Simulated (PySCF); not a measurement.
SMILES C#C[SiH2][SiH2][SiH3], GFN2-xTB optimised geometry. Atoms within 1.6 Å of the plane z = 1.0 Å (x, y, z in Å): Si3 (2.08, -0.85, 0.00), Si4 (-0.24, -0.85, 0.00), Si5 (-1.28, 1.22, 0.00), H7 (2.71, -2.11, 0.41), H8 (2.65, 0.22, 0.84), H9 (-0.69, -1.62, 1.17), H11 (-2.71, 1.17, 0.29), H12 (-0.69, 2.11, 1.01).

Method: B3LYP/def2-TZVP (PySCF).

Map of the Laplacian of the electron density (e/bohr⁵), clipped to [-1.50, 1.50] on the plane z = 1.0 Å:

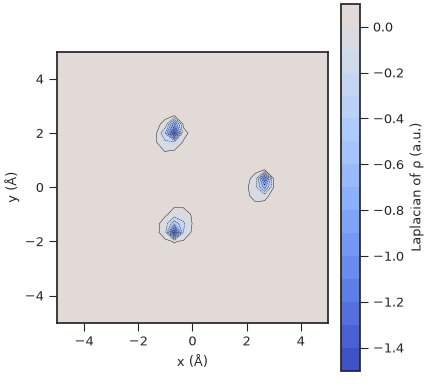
Figure. Laplacian of the electron density (e/bohr⁵), clipped to [-1.50, 1.50] on the plane z = 1.0 Å.
